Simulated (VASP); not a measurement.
# Gap of WS2 (Tungstenite), level by level, part 3 of 6

How does the gap of WS2 (Tungstenite) depend on the functional? The start is a cell from a database of measured crystal structures.

VASP 6.6.1, plane waves and PAW; the level of theory is named at each step.

Still holding for the runs below: Spin-orbit coupling is off here; with elements this heavy it splits and shifts levels by tenths of an eV or more.

So far, least gap on mesh and path (eV): step 2 (bands, level LDA, k 5×5×2) 0.913; step 3 (bands, level PBEsol, k 5×5×2) 0.949; step 4 (bands, level PBE, k 5×5×2) 0.995; step 5 (bands, level r2SCAN, k 5×5×2) 1.10.

**6. Bands with TB-mBJ, k 5×5×2**

This step: TB-mBJ; plane waves and PAW (W, S) (VASP 6.6.1).

TB-mBJ is a local potential fitted to gaps: it costs far less than a hybrid but gives no energy.

Input file INCAR:

```
SYSTEM = WS2
PREC = Accurate
ENCUT = 400
EDIFF = 1E-06
NELM = 150
ISMEAR = 0
SIGMA = 0.02
LREAL = .FALSE.
ALGO = Normal
METAGGA = MBJ
LASPH = .TRUE.
NBANDS = 34
LORBIT = 11
LWAVE = .FALSE.
LCHARG = .FALSE.
KPAR = 4
NCORE = 2
```

Input file POSCAR:

```
WS2
1.0
    3.1532000000      0.0000000000      0.0000000000
   -1.5766000000      2.7307513032      0.0000000000
    0.0000000000      0.0000000000     12.3230000000
W S
2 4
Direct
    0.3333333333      0.6666666667      0.2500000000
    0.6666666667      0.3333333333      0.7500000000
    0.3333333333      0.6666666667      0.6225000000
    0.6666666667      0.3333333333      0.1225000000
    0.3333333333      0.6666666667      0.8775000000
    0.6666666667      0.3333333333      0.3775000000
```

Input file KPOINTS:

```
Automatic mesh
0
Gamma
5 5 2
0 0 0
```

Input file KPOINTS_OPT:

```
Line mode
16
Line-mode
Reciprocal
  0.00000000   0.00000000   0.00000000 GAMMA
  0.50000000   0.00000000   0.00000000 M

  0.50000000   0.00000000   0.00000000 M
  0.33333333   0.33333333   0.00000000 K

  0.33333333   0.33333333   0.00000000 K
  0.00000000   0.00000000   0.00000000 GAMMA

  0.00000000   0.00000000   0.00000000 GAMMA
  0.00000000   0.00000000   0.50000000 A

  0.00000000   0.00000000   0.50000000 A
  0.50000000   0.00000000   0.50000000 L

  0.50000000   0.00000000   0.50000000 L
  0.33333333   0.33333333   0.50000000 H

  0.33333333   0.33333333   0.50000000 H
  0.00000000   0.00000000   0.50000000 A

  0.50000000   0.00000000   0.50000000 L
  0.50000000   0.00000000   0.00000000 M

  0.33333333   0.33333333   0.00000000 K
  0.33333333   0.33333333   0.50000000 H
```

PAW data sets: W and S (PBE family, release 64).

Started as:

```
> mpirun -np 8 vasp_std
```

Numbers of over 12 decimals in the logs are rounded to 6 here.

What it wrote:

```text
[... set-up lines as in an earlier step ...]
 entering main loop
       N       E                     dE             d eps       ncg     rms          rms(c)
DAV:   1     0.195400315273E+04    0.19540E+04   -0.13386E+04   680   0.762E+02
DAV:   2     0.177727333180E+04   -0.17673E+03   -0.16641E+03   836   0.197E+02
DAV:   3     0.176651922949E+04   -0.10754E+02   -0.10613E+02   872   0.469E+01
DAV:   4     0.176639909645E+04   -0.12013E+00   -0.11998E+00   896   0.553E+00
[...]
DAV:  59     0.177979704084E+04   -0.31175E-05   -0.32511E-11   340   0.404E-05    0.989E-05
DAV:  60     0.177979703598E+04   -0.48610E-05   -0.32432E-11   340   0.302E-05    0.650E-05
DAV:  61     0.177979703523E+04   -0.74837E-06   -0.12974E-11   340   0.195E-05
   1 F= 0.17797970E+04 E0= 0.17797970E+04  d E =-.116829E-14
 Start KPOINTS_OPT (optional k-point list driver)
k-point batch [1-10\144]
       N       E                     dE             ncg
DAV:   1     0.219065936859E+04   -0.43129E+03      680
DAV:   2     0.286985231611E+03   -0.19037E+04      904
DAV:   3     0.180034069962E+03   -0.10695E+03      840
DAV:   4     0.178841883225E+03   -0.11922E+01      880
DAV:   5     0.178824768776E+03   -0.17114E-01      864
DAV:   6     0.178824392221E+03   -0.37655E-03      912
DAV:   7     0.178824383040E+03   -0.91817E-05      856
DAV:   8     0.178824382799E+03   -0.24073E-06      624
[...]
k-point batch [141-144\144]
       N       E                     dE             ncg
DAV:   1     0.886219788892E+04   -0.45108E+04      272
DAV:   2     0.819603541590E+04   -0.66616E+03      312
DAV:   3     0.815822473554E+04   -0.37811E+02      328
DAV:   4     0.815779673856E+04   -0.42800E+00      304
DAV:   5     0.815779051352E+04   -0.62250E-02      368
DAV:   6     0.815779045212E+04   -0.61402E-04      320
DAV:   7     0.815779045089E+04   -0.12261E-05      352
DAV:   8     0.815779045087E+04   -0.22299E-07      224
```

It took 88 s on 8 MPI ranks of AMD EPYC 7R43, shared host; peak memory 1.5 GiB.

From OUTCAR (step 6):

```text
  Total       55.2791585     55.2791585     45.1844879      0.0000000     -0.0000000      0.0000000
  in kB      834.6836181    834.6836181    682.2598767      0.0000000     -0.0000000      0.0000000
  external PRESSURE =     783.8757043 kB  Pullay stress =       0.0000000 kB

 POSITION                                       TOTAL-FORCE (eV/Angst)
 -----------------------------------------------------------------------------------
     -0.00000      1.82050      3.08075        -0.000000      0.000000      0.000000
      1.57660      0.91025      9.24225         0.000000     -0.000000      0.000000
     -0.00000      1.82050      7.67107        -0.000000      0.000000      1.232973
      1.57660      0.91025      1.50957         0.000000     -0.000000      1.232973
     -0.00000      1.82050     10.81343        -0.000000      0.000000     -1.232973
      1.57660      0.91025      4.65193         0.000000      0.000000     -1.232973
 -----------------------------------------------------------------------------------
    total drift:                               -0.000000      0.000000     -0.000000

  FREE ENERGIE OF THE ION-ELECTRON SYSTEM (eV)
  ---------------------------------------------------
  free  energy   TOTEN  =      1779.7970352293 eV

  energy  without entropy=     1779.7970352293  energy(sigma->0) =     1779.79703523

[... 2 parts as in an earlier step ...]

[... 1 further part left out ...]
[key lines of the parts left out:]
E-fermi :   6.5457
```

This functional is a potential without an energy, so its energies, forces and stress mean nothing and are not read.

Electronic bands along the path, in eV, zero at the valence-band top; v1 is the highest filled band, c1 the lowest empty one:

```
    point     v4     v3     v2     v1    c1    c2    c3    c4
        Γ  -2.37  -1.71  -1.08   0.00  2.43  2.43  2.51  2.51
        M  -2.12  -1.94  -1.64  -1.48  2.42  2.46  2.84  3.03
        K  -3.10  -3.10  -0.66  -0.50  1.47  1.47  2.50  3.45
        Γ  -2.37  -1.71  -1.08   0.00  2.43  2.43  2.51  2.51
        A  -2.40  -2.40  -0.32  -0.32  2.47  2.47  2.47  2.47
        L  -2.03  -2.03  -1.55  -1.55  2.44  2.44  2.95  2.95
        H  -3.26  -3.26  -0.59  -0.59  1.47  1.47  2.96  2.96
        A  -2.40  -2.40  -0.32  -0.32  2.47  2.47  2.47  2.47
jump to L  -2.03  -2.03  -1.55  -1.55  2.44  2.44  2.95  2.95
        M  -2.12  -1.94  -1.64  -1.48  2.42  2.46  2.84  3.03
jump to K  -3.10  -3.10  -0.66  -0.50  1.47  1.47  2.50  3.45
        H  -3.26  -3.26  -0.59  -0.59  1.47  1.47  2.96  2.96
```

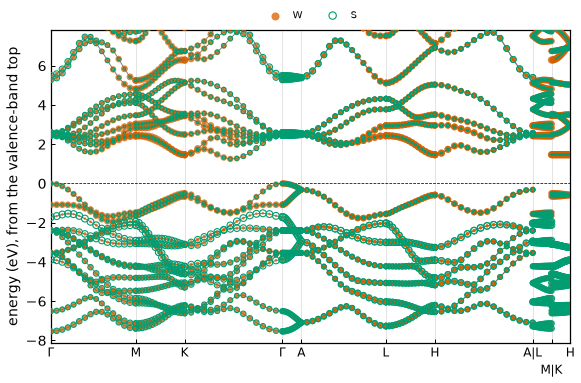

Electronic bands along the path; dots are coloured as in the legend, and their area grows with the weight.

The gap is 1.25 eV, indirect, from Γ to a point between the labelled ones. Against LDA that is +0.34 eV; this run took 2.0 times the core time.

**7. Bands with BLYP, k 5×5×2**

This step: BLYP; plane waves and PAW (W, S) (VASP 6.6.1).

BLYP comes from molecular chemistry and underbinds dense solids.

Input file INCAR:

```
SYSTEM = WS2
PREC = Accurate
ENCUT = 400
EDIFF = 1E-06
NELM = 100
ISMEAR = 0
SIGMA = 0.02
LREAL = .FALSE.
ALGO = Normal
GGA = B5
ALDAX = 1
AGGAX = 1
AGGAC = 1
ALDAC = 0
NBANDS = 34
LASPH = .TRUE.
LORBIT = 11
LWAVE = .FALSE.
LCHARG = .FALSE.
KPAR = 4
NCORE = 2
```

POSCAR is that of step 6.

KPOINTS is that of step 6.

KPOINTS_OPT is that of step 6.

Started as:

```
> mpirun -np 8 vasp_std
```

What it wrote:

```text
[banner, memory and clock lines left out]
running    8 mpi-ranks, on    1 nodes
[...]
[... a notice as in an earlier step ...]

 LDA part: xc-table for (Slater(with rela. corr.)+VWN5), standard interpolation
 POSCAR, INCAR and KPOINTS ok, starting setup
[...]
entering main loop
       N       E                     dE             d eps       ncg     rms          rms(c)
DAV:   1     0.146538725569E+03    0.14654E+03   -0.13505E+04   680   0.762E+02
DAV:   2    -0.331108411751E+02   -0.17965E+03   -0.16905E+03   836   0.198E+02
DAV:   3    -0.445946845104E+02   -0.11484E+02   -0.11326E+02   880   0.491E+01
DAV:   4    -0.447541433744E+02   -0.15946E+00   -0.15924E+00   888   0.648E+00
[...]
DAV:  15    -0.416308705119E+02    0.15709E-04   -0.13914E-05   770   0.175E-02    0.902E-02
DAV:  16    -0.416308660541E+02    0.44578E-05   -0.47123E-06   774   0.808E-03    0.562E-02
DAV:  17    -0.416308650583E+02    0.99582E-06   -0.35450E-07   394   0.260E-03
   1 F= -.41630865E+02 E0= -.41630865E+02  d E =-.126455E-20
 Start KPOINTS_OPT (optional k-point list driver)
k-point batch [1-10\144]
       N       E                     dE             ncg
DAV:   1     0.236693561496E+04   -0.25501E+03      680
DAV:   2     0.487445677029E+03   -0.18795E+04      904
DAV:   3     0.372420127853E+03   -0.11503E+03      856
DAV:   4     0.370749548212E+03   -0.16706E+01      896
DAV:   5     0.370714713351E+03   -0.34835E-01      880
DAV:   6     0.370713731050E+03   -0.98230E-03      928
DAV:   7     0.370713701741E+03   -0.29309E-04      880
DAV:   8     0.370713700729E+03   -0.10125E-05      704
DAV:   9     0.370713700649E+03   -0.79476E-07      624
[...]
k-point batch [141-144\144]
       N       E                     dE             ncg
DAV:   1     0.893840916841E+04   -0.44346E+04      272
DAV:   2     0.827937221994E+04   -0.65904E+03      314
DAV:   3     0.823821387056E+04   -0.41158E+02      342
DAV:   4     0.823763131914E+04   -0.58255E+00      336
DAV:   5     0.823762236465E+04   -0.89545E-02      360
DAV:   6     0.823762220818E+04   -0.15647E-03      320
DAV:   7     0.823762220411E+04   -0.40784E-05      360
DAV:   8     0.823762220401E+04   -0.97767E-07      216
```

Run time: 59 s. Hardware: 8 MPI ranks; peak memory 1.4 GiB.

From OUTCAR (step 7):

```text
  Total        8.5269417      8.5269417      6.8726716      0.0000000      0.0000000      0.0000000
  in kB      128.7519329    128.7519329    103.7734031      0.0000000      0.0000000      0.0000000
  external PRESSURE =     120.4257563 kB  Pullay stress =       0.0000000 kB

 POSITION                                       TOTAL-FORCE (eV/Angst)
 -----------------------------------------------------------------------------------
     -0.00000      1.82050      3.08075        -0.000000      0.000000     -0.000000
      1.57660      0.91025      9.24225         0.000000     -0.000000     -0.000000
     -0.00000      1.82050      7.67107        -0.000000      0.000000     -0.512064
      1.57660      0.91025      1.50957         0.000000     -0.000000     -0.512064
     -0.00000      1.82050     10.81343        -0.000000      0.000000      0.512064
      1.57660      0.91025      4.65193         0.000000     -0.000000      0.512064
 -----------------------------------------------------------------------------------
    total drift:                               -0.000000      0.000000     -0.000000

  FREE ENERGIE OF THE ION-ELECTRON SYSTEM (eV)
  ---------------------------------------------------
  free  energy   TOTEN  =       -41.6308650583 eV

  energy  without entropy=      -41.6308650583  energy(sigma->0) =      -41.63086506

[... 2 parts as in an earlier step ...]

[... 1 further part left out ...]
[key lines of the parts left out:]
E-fermi :   6.9470
```

At this level the cell is under a pressure of 12.0 GPa, so at these settings it is away from equilibrium.

The electronic bands at the labelled points (eV, zero at the valence-band top; v1 is the highest filled band, c1 the lowest empty one):

```
    point     v4     v3     v2     v1    c1    c2    c3    c4
        Γ  -2.19  -1.48  -1.19   0.00  2.34  2.34  2.34  2.34
        M  -1.92  -1.72  -1.59  -1.44  2.26  2.30  2.59  2.86
        K  -2.92  -2.92  -0.73  -0.54  1.32  1.32  2.10  3.29
        Γ  -2.19  -1.48  -1.19   0.00  2.34  2.34  2.34  2.34
        A  -2.21  -2.21  -0.31  -0.31  2.33  2.33  2.33  2.33
        L  -1.82  -1.82  -1.50  -1.50  2.28  2.28  2.74  2.74
        H  -3.11  -3.11  -0.64  -0.64  1.32  1.32  2.62  2.62
        A  -2.21  -2.21  -0.31  -0.31  2.33  2.33  2.33  2.33
jump to L  -1.82  -1.82  -1.50  -1.50  2.28  2.28  2.74  2.74
        M  -1.92  -1.72  -1.59  -1.44  2.26  2.30  2.59  2.86
jump to K  -2.92  -2.92  -0.73  -0.54  1.32  1.32  2.10  3.29
        H  -3.11  -3.11  -0.64  -0.64  1.32  1.32  2.62  2.62
```

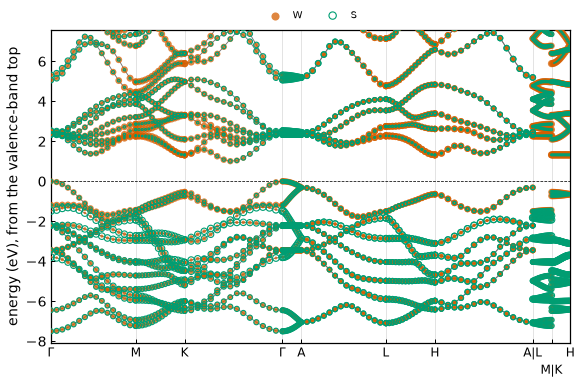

Electronic bands along the path; dots are coloured as in the legend, and their area grows with the weight.

The gap is 1.01 eV, indirect, from Γ to a point between the labelled ones. Against LDA that is +0.10 eV; this run took 1.3 times the core time.

**8. Bands with AM05, k 5×5×2**

This step: AM05; plane waves and PAW (W, S) (VASP 6.6.1).

AM05 is built from the electron gas and the surface model, and does well on lattice constants.

INCAR: that of step 7 with these lines changed.

```diff
@@ -9,7 +9,3 @@
 ALGO = Normal
-GGA = B5
-ALDAX = 1
-AGGAX = 1
-AGGAC = 1
-ALDAC = 0
+GGA = AM
 NBANDS = 34
```

POSCAR is that of step 7.

KPOINTS is that of step 7.

KPOINTS_OPT is that of step 7.

Started as:

```
> mpirun -np 8 vasp_std
```

What it wrote:

```text
[... set-up lines as in an earlier step ...]
 entering main loop
       N       E                     dE             d eps       ncg     rms          rms(c)
DAV:   1     0.135389303450E+03    0.13539E+03   -0.13418E+04   680   0.760E+02
DAV:   2    -0.405101356774E+02   -0.17590E+03   -0.16522E+03   836   0.196E+02
DAV:   3    -0.516651950294E+02   -0.11155E+02   -0.11001E+02   880   0.482E+01
DAV:   4    -0.518170988698E+02   -0.15190E+00   -0.15170E+00   864   0.633E+00
[...]
DAV:  13    -0.492063520040E+02   -0.94979E-05   -0.17789E-05   896   0.219E-02    0.248E-02
DAV:  14    -0.492063547323E+02   -0.27283E-05   -0.54559E-06   758   0.109E-02    0.955E-03
DAV:  15    -0.492063551627E+02   -0.43042E-06   -0.79278E-07   688   0.418E-03
   1 F= -.49206355E+02 E0= -.49206355E+02  d E =-.241136E-16
 Start KPOINTS_OPT (optional k-point list driver)
k-point batch [1-10\144]
       N       E                     dE             ncg
DAV:   1     0.215589657262E+04   -0.46605E+03      680
DAV:   2     0.299900348597E+03   -0.18560E+04      904
DAV:   3     0.186148065291E+03   -0.11375E+03      856
DAV:   4     0.184500388465E+03   -0.16477E+01      888
DAV:   5     0.184466478224E+03   -0.33910E-01      896
DAV:   6     0.184465588452E+03   -0.88977E-03      912
DAV:   7     0.184465563009E+03   -0.25444E-04      896
DAV:   8     0.184465562204E+03   -0.80489E-06      664
[...]
k-point batch [141-144\144]
       N       E                     dE             ncg
DAV:   1     0.885167354376E+04   -0.45214E+04      272
DAV:   2     0.820146299769E+04   -0.65021E+03      314
DAV:   3     0.816079612055E+04   -0.40667E+02      336
DAV:   4     0.816021701791E+04   -0.57910E+00      320
DAV:   5     0.816020847710E+04   -0.85408E-02      360
DAV:   6     0.816020833590E+04   -0.14120E-03      328
DAV:   7     0.816020833244E+04   -0.34611E-05      352
DAV:   8     0.816020833236E+04   -0.78790E-07      224
```

Run time: 50 s. Hardware: 8 MPI ranks; peak memory 1.4 GiB.

Parts of OUTCAR (step 8):

```text
  Total       -1.4587297     -1.4587297     -0.6994797      0.0000000      0.0000000      0.0000000
  in kB      -22.0259819    -22.0259819    -10.5617427      0.0000000      0.0000000      0.0000000
  external PRESSURE =     -18.2045688 kB  Pullay stress =       0.0000000 kB

 POSITION                                       TOTAL-FORCE (eV/Angst)
 -----------------------------------------------------------------------------------
     -0.00000      1.82050      3.08075         0.000000     -0.000000      0.000000
      1.57660      0.91025      9.24225         0.000000     -0.000000      0.000000
     -0.00000      1.82050      7.67107         0.000000     -0.000000      0.334499
      1.57660      0.91025      1.50957        -0.000000      0.000000      0.334499
     -0.00000      1.82050     10.81343         0.000000     -0.000000     -0.334499
      1.57660      0.91025      4.65193        -0.000000      0.000000     -0.334499
 -----------------------------------------------------------------------------------
    total drift:                               -0.000000      0.000000     -0.000000

  FREE ENERGIE OF THE ION-ELECTRON SYSTEM (eV)
  ---------------------------------------------------
  free  energy   TOTEN  =       -49.2063551627 eV

  energy  without entropy=      -49.2063551627  energy(sigma->0) =      -49.20635516

[... 2 parts as in an earlier step ...]

[... 1 further part left out ...]
[key lines of the parts left out:]
E-fermi :   6.4277
```

Electronic bands along the path, in eV, zero at the valence-band top; v1 is the highest filled band, c1 the lowest empty one:

```
    point     v4     v3     v2     v1    c1    c2    c3    c4
        Γ  -2.14  -1.45  -1.23   0.00  2.34  2.34  2.35  2.35
        M  -1.90  -1.71  -1.70  -1.53  2.31  2.35  2.60  2.90
        K  -2.90  -2.90  -0.72  -0.51  1.31  1.31  2.05  3.28
        Γ  -2.14  -1.45  -1.23   0.00  2.34  2.34  2.35  2.35
        A  -2.17  -2.17  -0.31  -0.31  2.33  2.33  2.33  2.33
        L  -1.80  -1.80  -1.60  -1.60  2.33  2.33  2.78  2.78
        H  -3.08  -3.08  -0.63  -0.63  1.31  1.31  2.58  2.58
        A  -2.17  -2.17  -0.31  -0.31  2.33  2.33  2.33  2.33
jump to L  -1.80  -1.80  -1.60  -1.60  2.33  2.33  2.78  2.78
        M  -1.90  -1.71  -1.70  -1.53  2.31  2.35  2.60  2.90
jump to K  -2.90  -2.90  -0.72  -0.51  1.31  1.31  2.05  3.28
        H  -3.08  -3.08  -0.63  -0.63  1.31  1.31  2.58  2.58
```

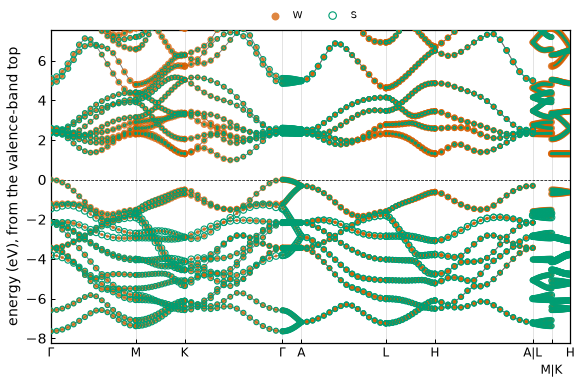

Electronic bands along the path; dots are coloured as in the legend, and their area grows with the weight.

The gap is 0.98 eV, indirect, from Γ to a point between the labelled ones. Against LDA that is +0.07 eV; the cost is about the same.

(Continued in part 4 of 6.)

[Lines on the potential files, build, host, timing and source positions are cut from VASP's logs without a mark.]

[Logs are printed without paths, hosts, clocks, repeated set-up lines and the standing remarks that a program may print on its own settings, such as how far it seeks lower states.]

[Hosts, paths, dates, database ids (printed as entryN), source tags and the programs' standing remarks are cut or masked in the printed files.]

[A measured line is paired with the nearest computed mode of its activity, which favours agreement.]
